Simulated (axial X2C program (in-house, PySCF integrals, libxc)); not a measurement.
SbZn⁺: relativistic diatomic calculation

System: SbZn⁺, single determinant with Ω = 1.
Method: PBE0, two-component X2C with atomic mean-field Coulomb and Gaunt terms, Sb dyall-v3z, Zn dyall-v3z (cores contracted) (axial X2C program (in-house, PySCF integrals, libxc)).

**Input file**
```
{"zs": [51, 30], "q": 1, "bas": ["dyall-v3z", "dyall-v3z"], "levels": ["PBE0", "HF", "BP86", "BLYP"], "cc": false, "r0": 2.58, "npts": 10, "nst": 2, "ntry": 6, "thr": -20.0}
```

The line is the task of a batch: nuclear charges, charge, bases, the levels to run, a first guess of the distance and further settings. This report covers PBE0 with spin-orbit coupling. The log is that of the reference distance 2.617 Å.

The run was one of a batch that the task file lists, launched with:
```bash
python <driver script> task.json out
```

**The program's output**
```
two-component X2C + atomic mean field  PBE0
basis functions 202  fitting functions 1135  grid points 5802
iter        total energy     max residual
   1      -8272.513535913     1.12e+00
   2      -8272.667087309     6.48e-03
   3      -8272.667172301     4.64e-03
   4      -8272.667182232     8.66e-04
   5      -8272.667191473     7.72e-04
   6      -8272.667192073     1.66e-04
   7      -8272.667192151     3.93e-05
   8      -8272.667192184     5.19e-05
   9      -8272.667192189     1.69e-05
converged
one-electron -11994.85503299  Coulomb 3660.48893138  exact exchange -59.86462263  xc functional -183.46518478  nuclear repulsion 309.37758223  atomic mean-field constant -4.34886541
```

**The points of the curve**

| R (Å) | E (hartree) | dipole (D; origin at the first atom, positive when the second is positive) | highest filled (eV) | lowest empty (eV) |
| --- | --- | --- | --- | --- |
| 2.277 | −8272.650887 | 7.11 | −12.04 | −9.06 |
| 2.381 | −8272.660677 | 7.33 | −11.92 | −8.98 |
| 2.460 | −8272.664717 | 7.47 | −11.85 | −8.97 |
| 2.538 | −8272.666712 | 7.59 | −11.78 | −8.98 |
| 2.617 | −8272.667192 | 7.70 | −11.73 | −9.01 |
| 2.709 | −8272.666366 | 7.80 | −11.68 | −9.06 |
| 2.800 | −8272.664506 | 7.88 | −11.65 | −9.11 |
| 2.918 | −8272.661142 | 7.97 | −11.62 | −9.18 |
| 3.062 | −8272.656242 | 8.05 | −11.60 | −9.28 |
| 3.271 | −8272.648687 | 8.17 | −11.59 | −9.42 |

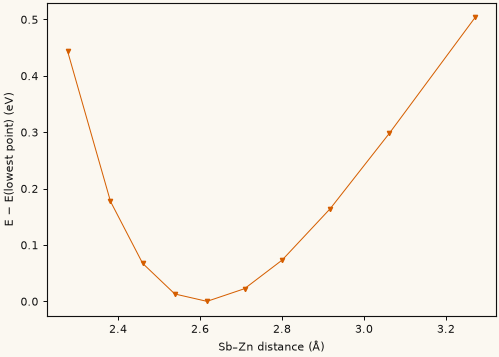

Energy at 10 bond lengths, for one set of occupations held fixed; the line joins the points. A polynomial of degree 6 through 9 points gives rₑ = 2.608 Å, ωₑ = 181.5 cm⁻¹, ωₑxₑ = 0.66 cm⁻¹ and Bₑ = 0.05929 cm⁻¹. The minimum lies 2.15 eV below Sb⁺ + Zn, each computed as one determinant at the same level.

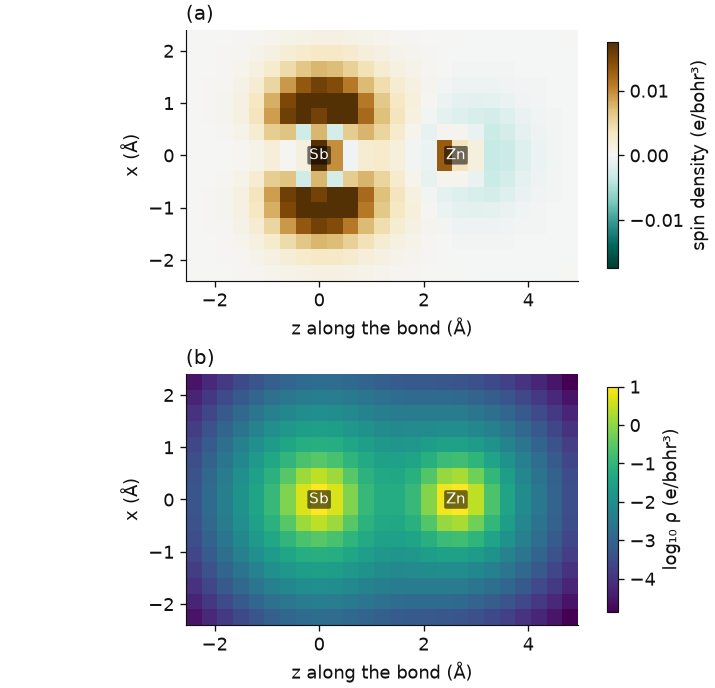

(a) spin density; (b) electron density on a logarithmic scale, in a plane that holds the axis, at 2.62 Å, on points 0.3 Å apart (one half computed, the other mirrored); the structure near the nuclei is finer than these points.

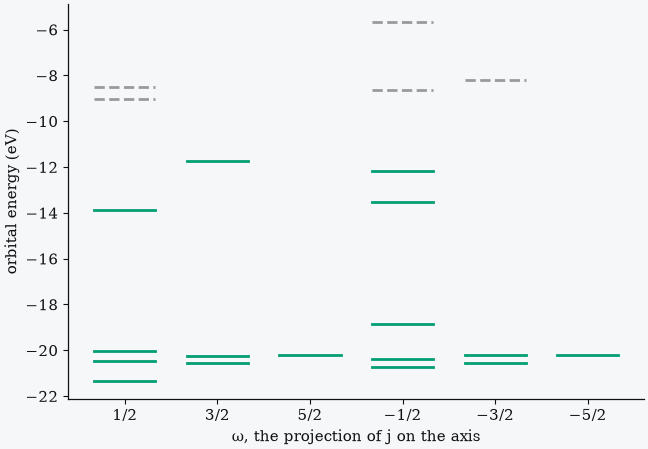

Orbital energies near the frontier at 2.62 Å, filled (solid) and empty (dashed). The highest filled spinor (3/2; 92 % Sb p, 6 % Zn p) lies at −11.73 eV, the lowest empty one (1/2; 40 % Sb p, 30 % Zn s) at −9.01 eV.

**Key numbers**

```tsv
quantity	value
outcome	converged
bond length rₑ	2.608 Å
ωₑ	181.5 cm⁻¹
energy at the minimum	−8272.66720 hartree
depth below the fragments	2.15 eV
hardware	1 thread of Arm Neoverse N1, 98 GiB of memory available, shared host
wall time	22 s
peak memory	0.46 GiB
```
